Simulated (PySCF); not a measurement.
# Run report: HfB3N3H5Cl3O, geometry relaxation (part 1 of 2)

System: HfB3N3H5Cl3O.
Method: PBE0-D3(BJ)/def2-SVP geometry optimisation, gas phase (PySCF 2.14.0).

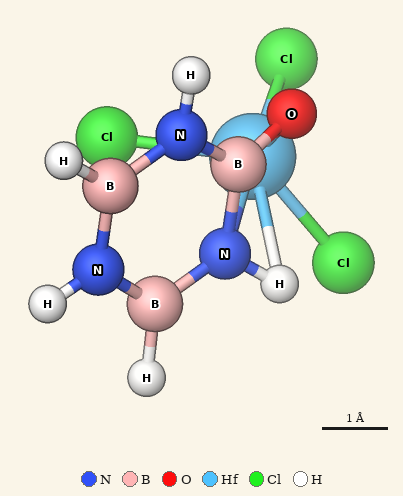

The starting structure (ball-and-stick view, seen at a tilt). Sticks mark near contacts.

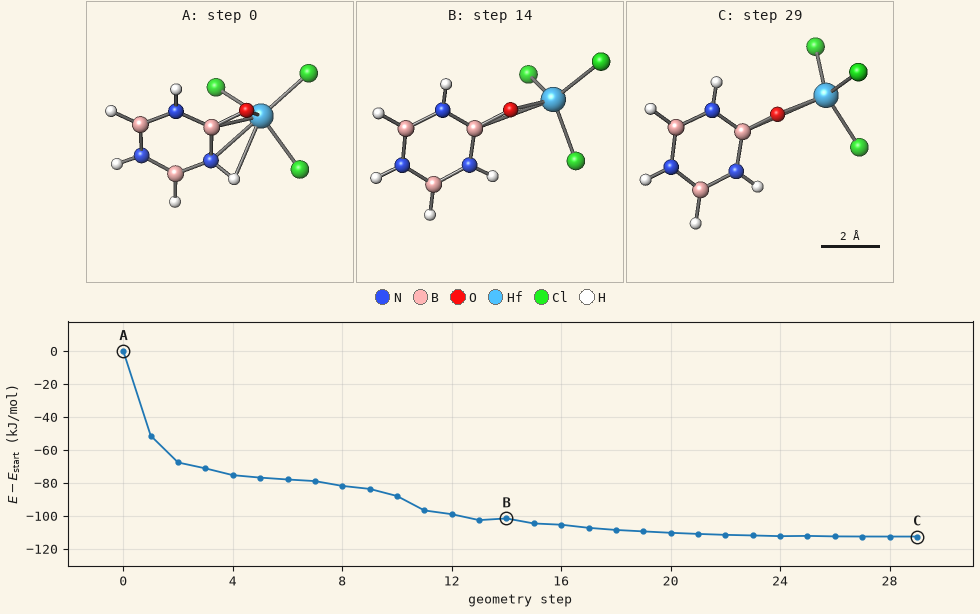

Frames of the relaxation (ball-and-stick view, seen at a tilt) above the curves, on which the letters mark them (steps are counted from 0).

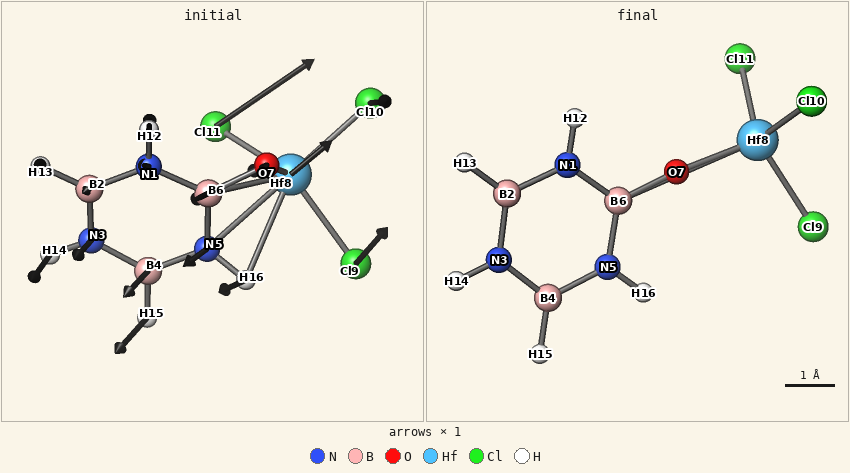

Before (left) and after (right) the relaxation, at one scale (ball-and-stick view, seen at a tilt). The black arrows give the displacements, at true length. Over 29 geometry steps the energy falls by 112.5 kJ/mol. Largest force component: 2.6 eV/Å at the start, 0.018 eV/Å at the end. The atom that moves furthest after the best rigid fit is Cl11 (2.54 Å). By element the largest moves are Cl 2.54 Å, H 1.56 Å, O 1.42 Å, Hf 1.14 Å, B 0.98 Å, N 0.96 Å. Among the contacts that change: N5–Hf8 2.427 → 4.130 Å, Hf8–H16 2.501 → 3.972 Å, B6–Hf8 2.391 → 3.277 Å, Hf8–Cl10 2.272 → 2.345 Å. Bonds break: B6–Hf8 (2.39 → 3.28 Å), N5–Hf8 (2.43 → 4.13 Å). Among the angles that change: B6–O7–Hf8 94.4° → 173.4°, O7–B6–Hf8 51.1° → 3.8°, N5–B6–Hf8 73.3° → 117.3°. (Atoms are counted from 1 in the order of the input.)

The input that produced these results follows, with the program's output.

Input file
```
{"job": {"xc": "PBE0", "basis": "def2-SVP", "d3": "d3bj", "grid": 2, "kind": "geom", "shake": 0.01}, "charge": 0, "multiplicity": 1}
N      0.926730     1.139759    -0.975418
B      0.316046     0.589447    -2.142731
N     -0.868967    -0.195109    -1.973206
B     -1.469298    -0.387322    -0.734319
N     -0.864777     0.148009     0.424872
B      0.404655     0.918326     0.319621
O      1.086116     1.081403     1.484761
Hf     0.685780    -0.624369     2.124602
Cl    -1.109229    -0.604867     3.598331
Cl     2.204680    -1.160856     3.727453
Cl     1.394402    -2.167656     0.606036
H      1.770705     1.687850    -1.060516
H      0.760524     0.781455    -3.206231
H     -1.271208    -0.606863    -2.781416
H     -2.530721    -0.963247    -0.648482
H     -1.446890     0.352725     1.258788
```

The first line tells a small driver script what to run in PySCF; the rest is the geometry in Å.

Run as:
```bash
OMP_NUM_THREADS=1 python <driver script> task.json out
```

Log
```
step   0  E = -1744.76734422  max force = 0.050779
step   1  E = -1744.78686543  max force = 0.026025
step   2  E = -1744.79306193  max force = 0.007099
step   3  E = -1744.79442239  max force = 0.004145
step   4  E = -1744.79598910  max force = 0.006386
step   5  E = -1744.79655881  max force = 0.006120
step   6  E = -1744.79699116  max force = 0.004669
step   7  E = -1744.79735859  max force = 0.002867
step   8  E = -1744.79847669  max force = 0.004891
step   9  E = -1744.79916207  max force = 0.015785
step  10  E = -1744.80080623  max force = 0.009811
step  11  E = -1744.80413785  max force = 0.014515
step  12  E = -1744.80500568  max force = 0.013054
step  13  E = -1744.80637447  max force = 0.005477
step  14  E = -1744.80598890  max force = 0.019297
step  15  E = -1744.80714933  max force = 0.003903
step  16  E = -1744.80743845  max force = 0.002994
step  17  E = -1744.80815722  max force = 0.004583
step  18  E = -1744.80865037  max force = 0.004546
step  19  E = -1744.80898074  max force = 0.003630
step  20  E = -1744.80930622  max force = 0.004408
step  21  E = -1744.80956392  max force = 0.002300
step  22  E = -1744.80978008  max force = 0.003392
step  23  E = -1744.80991919  max force = 0.002780
step  24  E = -1744.81008493  max force = 0.002978
step  25  E = -1744.81002384  max force = 0.003538
step  26  E = -1744.81013789  max force = 0.001652
step  27  E = -1744.81016442  max force = 0.000665
step  28  E = -1744.81017380  max force = 0.000457
step  29  E = -1744.81017578  max force = 0.000348
optimisation converged
```

Trajectory as extended XYZ (Å, eV, eV/Å), 30 frames, from step=0 to step=29
```
16
Properties=species:S:1:pos:R:3:forces:R:3 step=0 energy=-47477.53772
N     0.9267    1.1398   -0.9754   -0.2872   0.2426  -0.0737
B     0.3160    0.5895   -2.1427   -0.3047  -0.0426   0.7263
N    -0.8690   -0.1951   -1.9732    1.1328   0.5278   0.0198
B    -1.4693   -0.3873   -0.7343   -1.6730  -0.8177  -0.1784
N    -0.8648    0.1480    0.4249    0.9421   1.4252   1.4690
B     0.4047    0.9183    0.3196   -0.6516   0.4597  -1.2551
O     1.0861    1.0814    1.4848    0.6411   2.6111  -0.8312
Hf    0.6858   -0.6244    2.1246   -0.4333  -2.4950   2.2255
Cl   -1.1092   -0.6049    3.5983   -1.1897  -0.0157   0.4024
Cl    2.2047   -1.1609    3.7275    1.2659  -0.1020   1.0819
Cl    1.3944   -2.1677    0.6060    0.3177  -1.2548  -1.2616
H     1.7707    1.6879   -1.0605    0.1929  -0.0473  -0.0332
H     0.7605    0.7815   -3.2062    0.4146   0.1396  -0.8728
H    -1.2712   -0.6069   -2.7814   -0.4656  -0.3811  -0.7448
H    -2.5307   -0.9633   -0.6485    0.0674   0.0073   0.0515
H    -1.4469    0.3527    1.2588    0.0308  -0.2571  -0.7256
16
Properties=species:S:1:pos:R:3:forces:R:3 step=1 energy=-47478.06892
N     0.9114    1.1861   -0.9964   -0.1491   0.2532  -0.0927
B     0.3173    0.6301   -2.1656    0.0288   0.0644   0.0476
N    -0.8558   -0.1711   -1.9936    0.0823  -0.1034  -0.0814
B    -1.4842   -0.3794   -0.7496   -0.2862  -0.0622   0.1215
N    -0.8520    0.1705    0.4351    0.3864   0.1614  -0.1380
B     0.3956    0.9453    0.3023    0.0260   0.0753   0.0730
O     1.0951    1.1256    1.4682   -0.2369  -1.3383   0.5135
Hf    0.7121   -0.7246    2.2265    0.5456   0.4012   0.2506
Cl   -1.2934   -0.6407    3.6191    0.7433  -0.1767  -0.6855
Cl    2.3906   -1.1682    3.8800   -0.5814   0.3136  -0.5945
Cl    1.3815   -2.3625    0.5703   -0.4213   0.5463   0.6633
H     1.7588    1.7349   -1.0767    0.0621  -0.0986   0.0114
H     0.7792    0.8273   -3.2588    0.0478  -0.0025  -0.0599
H    -1.2703   -0.5933   -2.8139   -0.0428   0.0290  -0.0258
H    -2.5379   -0.9513   -0.6557   -0.0570  -0.0732   0.0149
H    -1.4591    0.3604    1.2309   -0.1478   0.0103  -0.0180
16
Properties=species:S:1:pos:R:3:forces:R:3 step=2 energy=-47478.23753
N     0.9110    1.1967   -0.9885   -0.1150   0.2042   0.0397
B     0.3075    0.6360   -2.1513    0.0066  -0.0386  -0.0276
N    -0.8630   -0.1756   -1.9819    0.0019  -0.0720  -0.1069
B    -1.5000   -0.3918   -0.7395    0.0828   0.1511   0.1028
N    -0.8438    0.1705    0.4296   -0.0228   0.2090  -0.0467
B     0.4044    0.9434    0.3130   -0.1128  -0.0513  -0.1412
O     1.1044    1.0879    1.4852   -0.0710  -0.3651   0.0611
Hf    0.7317   -0.7145    2.2265    0.3372   0.1521   0.0834
Cl   -1.2577   -0.6800    3.5116   -0.0866  -0.1505   0.0460
Cl    2.3831   -1.1056    3.8376    0.0426   0.1324   0.0635
Cl    1.3536   -2.3258    0.6167   -0.1404  -0.0886   0.0353
H     1.7734    1.7211   -1.0712    0.0362  -0.0672  -0.0239
H     0.7742    0.8254   -3.2469    0.0049   0.0025  -0.0148
H    -1.2799   -0.5875   -2.8068    0.0042   0.0295  -0.0312
H    -2.5536   -0.9698   -0.6357    0.0359  -0.0110   0.0058
H    -1.4566    0.3586    1.2237   -0.0039  -0.0367  -0.0453
16
Properties=species:S:1:pos:R:3:forces:R:3 step=3 energy=-47478.27455
N     0.8917    1.1989   -0.9981    0.0315   0.1931   0.0684
B     0.2964    0.6438   -2.1694   -0.0176  -0.0521  -0.0233
N    -0.8739   -0.1698   -2.0083    0.1027   0.0656   0.1074
B    -1.4933   -0.3755   -0.7521   -0.1244  -0.0413   0.0276
N    -0.8444    0.1739    0.4256   -0.1493   0.1647  -0.1711
B     0.3991    0.9373    0.3086   -0.0198  -0.0708  -0.1809
O     1.1069    1.0632    1.4788    0.0447   0.0461  -0.0542
Hf    0.7508   -0.7116    2.2492    0.2131  -0.0578   0.1787
Cl   -1.2173   -0.7498    3.5560   -0.1562  -0.0684   0.0040
Cl    2.4085   -1.0335    3.8588    0.1275   0.0932   0.1057
Cl    1.3320   -2.3578    0.6767   -0.0750  -0.1822  -0.0726
H     1.7649    1.7049   -1.0814    0.0372  -0.0310  -0.0190
H     0.7706    0.8382   -3.2622    0.0020   0.0103   0.0162
H    -1.2986   -0.5726   -2.8341   -0.0032   0.0142   0.0351
H    -2.5429   -0.9584   -0.6424   -0.0079  -0.0078  -0.0011
H    -1.4617    0.3579    1.2163   -0.0053  -0.0758  -0.0211
16
Properties=species:S:1:pos:R:3:forces:R:3 step=4 energy=-47478.31719
N     0.8828    1.2179   -1.0138    0.1243   0.0724   0.0978
B     0.2883    0.6583   -2.1829   -0.0626  -0.0123   0.0714
N    -0.8818   -0.1494   -2.0062   -0.0808  -0.0315  -0.1255
B    -1.5164   -0.3640   -0.7572    0.1310   0.0331  -0.0103
N    -0.8522    0.1776    0.4117   -0.2665   0.1151  -0.1568
B     0.3971    0.9250    0.2896   -0.0502  -0.0885  -0.1008
O     1.1154    1.0265    1.4567    0.1402   0.3284  -0.0953
Hf    0.7904   -0.7164    2.2775    0.0566  -0.2684   0.2271
Cl   -1.1943   -0.8447    3.5568   -0.0845   0.0138  -0.0164
Cl    2.4745   -0.9117    3.8824    0.0898   0.0373   0.0695
Cl    1.2977   -2.4371    0.7636   -0.0250  -0.1184  -0.0628
H     1.7715    1.6969   -1.0986   -0.0074  -0.0006   0.0221
H     0.7611    0.8491   -3.2778   -0.0201  -0.0092   0.0275
H    -1.3127   -0.5385   -2.8348   -0.0140  -0.0292  -0.0103
H    -2.5644   -0.9510   -0.6492    0.0019   0.0284  -0.0229
H    -1.4681    0.3505    1.2042    0.0671  -0.0704   0.0857
16
Properties=species:S:1:pos:R:3:forces:R:3 step=5 energy=-47478.33269
N     0.8850    1.2296   -1.0153   -0.0801  -0.1685   0.0739
B     0.2695    0.6707   -2.1764    0.0990   0.0744  -0.2885
N    -0.9040   -0.1374   -2.0323    0.1069   0.1478   0.2380
B    -1.5204   -0.3447   -0.7723   -0.0779  -0.0988   0.0183
N    -0.8528    0.1804    0.4009   -0.1584   0.1216  -0.3147
B     0.4063    0.9109    0.2829   -0.1020  -0.0657   0.0996
O     1.1330    0.9995    1.4476    0.0970   0.1263  -0.0155
Hf    0.8242   -0.7331    2.3091    0.0461  -0.1366   0.0975
Cl   -1.2006   -0.8916    3.5265    0.0267   0.0411  -0.0005
Cl    2.5297   -0.8354    3.9099   -0.0195  -0.0007  -0.0003
Cl    1.2679   -2.5149    0.8392    0.0050   0.0176   0.0125
H     1.7832    1.6900   -1.1040   -0.0433   0.0012  -0.0069
H     0.7425    0.8700   -3.2686    0.0110   0.0049  -0.0259
H    -1.3411   -0.5134   -2.8642    0.0314   0.0028   0.0383
H    -2.5706   -0.9259   -0.6620   -0.0383   0.0191   0.0000
H    -1.4629    0.3343    1.2013    0.0964  -0.0864   0.0743
16
Properties=species:S:1:pos:R:3:forces:R:3 step=6 energy=-47478.34445
N     0.8755    1.2154   -1.0172    0.1931  -0.0265  -0.0964
B     0.2708    0.6907   -2.2010   -0.0512  -0.0023   0.1486
N    -0.9060   -0.1083   -2.0384    0.0011   0.0186  -0.0573
B    -1.5273   -0.3352   -0.7831   -0.0030   0.0082   0.0279
N    -0.8592    0.1737    0.3952   -0.1468   0.1020  -0.2401
B     0.4052    0.8915    0.2816   -0.1712  -0.0940   0.0894
O     1.1424    0.9802    1.4418    0.0124  -0.0894   0.0288
Hf    0.8423   -0.7485    2.3314    0.0897   0.0517   0.0010
Cl   -1.1930   -0.8986    3.5321    0.0627   0.0459   0.0033
Cl    2.5587   -0.8029    3.9270   -0.0683  -0.0173  -0.0368
Cl    1.2507   -2.5636    0.8903    0.0199   0.0635   0.0373
H     1.7760    1.6712   -1.0963    0.0174   0.0461   0.0128
H     0.7427    0.9010   -3.2919   -0.0056   0.0056   0.0105
H    -1.3487   -0.4774   -2.8701   -0.0134  -0.0168   0.0151
H    -2.5825   -0.9099   -0.6857   -0.0231   0.0073  -0.0050
H    -1.4588    0.3097    1.2064    0.0865  -0.1026   0.0607
16
Properties=species:S:1:pos:R:3:forces:R:3 step=7 energy=-47478.35445
N     0.8810    1.2079   -1.0168    0.1474  -0.0225  -0.0659
B     0.2676    0.6986   -2.2016   -0.0385   0.0110   0.1155
N    -0.9156   -0.0912   -2.0440   -0.0485  -0.0405  -0.1014
B    -1.5425   -0.3300   -0.7936    0.0689   0.0882   0.0174
N    -0.8659    0.1687    0.3824   -0.1090   0.0941  -0.1169
B     0.4033    0.8792    0.2789   -0.1418  -0.0936   0.0417
O     1.1448    0.9660    1.4377   -0.0590  -0.1207   0.0230
Hf    0.8556   -0.7577    2.3370    0.1164   0.1014   0.0463
Cl   -1.1681   -0.8970    3.5526    0.0232   0.0470  -0.0066
Cl    2.5683   -0.7883    3.9330   -0.0351  -0.0226  -0.0221
Cl    1.2576   -2.5838    0.9139    0.0263   0.0250  -0.0008
H     1.7810    1.6663   -1.0912   -0.0017   0.0231   0.0094
H     0.7373    0.9159   -3.2919   -0.0049  -0.0009   0.0006
H    -1.3598   -0.4526   -2.8781   -0.0087  -0.0059  -0.0115
H    -2.6039   -0.8959   -0.7023    0.0076   0.0055   0.0012
H    -1.4519    0.2828    1.2061    0.0574  -0.0887   0.0703
16
Properties=species:S:1:pos:R:3:forces:R:3 step=8 energy=-47478.38488
N     0.8913    1.1552   -1.0195   -0.0038  -0.0037   0.0508
B     0.2365    0.7387   -2.2150   -0.0052   0.0364   0.0002
N    -0.9797   -0.0017   -2.0821   -0.1237  -0.1420  -0.1169
B    -1.6067   -0.2885   -0.8392    0.1152   0.2146  -0.0649
N    -0.8975    0.1393    0.3359    0.0330   0.0636   0.2121
B     0.3894    0.8031    0.2650    0.0380  -0.0006  -0.1897
O     1.1534    0.8833    1.4157   -0.2334  -0.2302   0.0085
Hf    0.9469   -0.8006    2.3842    0.2176   0.2515   0.1887
Cl   -1.0638   -0.8835    3.6033   -0.1006   0.0244   0.0275
Cl    2.6587   -0.6774    3.9610    0.0612  -0.0414   0.0606
Cl    1.3146   -2.6965    1.0630    0.0444  -0.0760  -0.1205
H     1.7924    1.6157   -1.0725   -0.0366  -0.0377  -0.0091
H     0.6967    0.9979   -3.3001   -0.0002  -0.0168  -0.0189
H    -1.4436   -0.3144   -2.9245   -0.0002   0.0354  -0.0582
H    -2.6902   -0.8174   -0.7669    0.0670  -0.0218   0.0168
H    -1.4095    0.1358    1.2135   -0.0727  -0.0557   0.0131
16
Properties=species:S:1:pos:R:3:forces:R:3 step=9 energy=-47478.40353
N     0.8912    1.0573   -1.0311   -0.1898   0.0154   0.1479
B     0.1750    0.8015   -2.2348    0.0569   0.0639  -0.1375
N    -1.0924    0.1477   -2.1388   -0.1898  -0.1750  -0.0534
B    -1.7116   -0.2139   -0.9069    0.1214   0.3078  -0.2616
N    -0.9512    0.0913    0.2603    0.1826  -0.1582   0.8117
B     0.3594    0.6667    0.2353    0.5141   0.3069  -0.5656
O     1.1586    0.7303    1.3761   -0.5153  -0.3964  -0.1494
Hf    1.1169   -0.8559    2.4782    0.2421   0.3232   0.4162
Cl   -0.9023   -0.8853    3.6651   -0.1705   0.0028   0.0386
Cl    2.8239   -0.4504    3.9978    0.1962  -0.0773   0.1814
Cl    1.4385   -2.8687    1.3426    0.0601  -0.1563  -0.2143
H     1.8023    1.5000   -1.0529   -0.0513  -0.0648  -0.0599
H     0.6276    1.1276   -3.3056    0.0035  -0.0225  -0.0383
H    -1.5917   -0.0685   -2.9907    0.0195   0.0836  -0.0907
H    -2.8215   -0.6908   -0.8528    0.1181  -0.0543   0.0244
H    -1.3337   -0.1000    1.1801   -0.3980   0.0014  -0.0498
16
Properties=species:S:1:pos:R:3:forces:R:3 step=10 energy=-47478.44827
N     0.8887    1.0538   -1.0373   -0.1205   0.0068   0.2019
B     0.1697    0.8104   -2.2426    0.0348   0.0482  -0.1356
N    -1.1004    0.1618   -2.1492   -0.0918  -0.1072   0.0064
B    -1.7063   -0.2011   -0.9116    0.0601   0.2334  -0.1701
N    -0.9488    0.0905    0.2641    0.1083  -0.1426   0.5045
B     0.3676    0.6579    0.2328    0.2772   0.2162  -0.4593
O     1.1596    0.7085    1.3778   -0.3688  -0.3652  -0.1364
Hf    1.1280   -0.8626    2.5009    0.2264   0.2856   0.3511
Cl   -0.9119   -0.8903    3.6579   -0.1197  -0.0013   0.0342
Cl    2.8373   -0.4590    4.0274    0.1225  -0.0746   0.1251
Cl    1.4543   -2.8782    1.3622    0.0462  -0.0750  -0.1574
H     1.8028    1.4896   -1.0653   -0.0358  -0.0552  -0.0485
H     0.6227    1.1401   -3.3125    0.0086  -0.0136  -0.0230
H    -1.6065   -0.0414   -3.0006    0.0183   0.0619  -0.0531
H    -2.8120   -0.6851   -0.8551    0.0717  -0.0435   0.0219
H    -1.3558   -0.1058    1.1731   -0.2376   0.0262  -0.0614
16
Properties=species:S:1:pos:R:3:forces:R:3 step=11 energy=-47478.53892
N     0.8760    0.8989   -1.0690   -0.0608   0.0178   0.1989
B     0.0944    0.9337   -2.2652    0.0452   0.0292  -0.1357
N    -1.2515    0.4513   -2.2204    0.1328   0.0457   0.2208
B    -1.8279   -0.0281   -1.0056    0.0634   0.0931  -0.2837
N    -1.0137    0.0314    0.1620   -0.5121  -0.7238   0.5161
B     0.3408    0.4242    0.1716    0.7464   0.5149  -0.1488
O     1.1343    0.3513    1.3351   -0.1624  -0.4862  -0.3975
Hf    1.3877   -0.9571    2.7139   -0.3538   0.2601  -0.2195
Cl   -0.7677   -0.9561    3.6436    0.0523  -0.0623   0.1414
Cl    3.0794   -0.2632    4.1822    0.0620   0.0178   0.0488
Cl    1.6868   -3.0931    1.7839    0.0799   0.1358  -0.0140
H     1.8245    1.2508   -1.0863    0.0172  -0.0367  -0.0443
H     0.5641    1.3546   -3.2979    0.0157  -0.0024   0.0244
H    -1.8052    0.4581   -3.0669    0.0349  -0.0164   0.0236
H    -2.9471   -0.4765   -0.9655   -0.0414   0.0193   0.0232
H    -1.3861   -0.3912    1.0064   -0.1195   0.1942   0.0461
16
Properties=species:S:1:pos:R:3:forces:R:3 step=12 energy=-47478.56254
N     0.9051    0.9471   -1.0665   -0.3018  -0.0054  -0.1045
B     0.1475    0.8849   -2.2769   -0.1002  -0.0306  -0.0099
N    -1.1852    0.3649   -2.2029    0.1793   0.1343   0.0092
B    -1.7828   -0.0665   -0.9811    0.1447  -0.0165  -0.0026
N    -1.0058    0.0497    0.2172   -0.4291  -0.0746  -0.6712
B     0.3454    0.5144    0.1676    0.0224  -0.1446   0.5562
O     1.1086    0.4511    1.3345    0.1998  -0.1072   0.0272
Hf    1.2689   -0.9091    2.6693    0.0180  -0.0127   0.1242
Cl   -0.8378   -0.9787    3.7222    0.0945  -0.0237  -0.0450
Cl    2.9730   -0.3724    4.2020   -0.0642   0.0043  -0.1015
Cl    1.6658   -2.9621    1.5943   -0.0190   0.1520   0.0538
H     1.8541    1.2955   -1.0912    0.0172  -0.0327   0.0557
H     0.6209    1.2486   -3.3284   -0.0098   0.0004   0.0204
H    -1.7243    0.3191   -3.0578   -0.0066  -0.0526   0.0268
H    -2.8897   -0.5438   -0.9456   -0.0871   0.0649  -0.0268
H    -1.4748   -0.2539    1.0655    0.3418   0.1448   0.0881
```
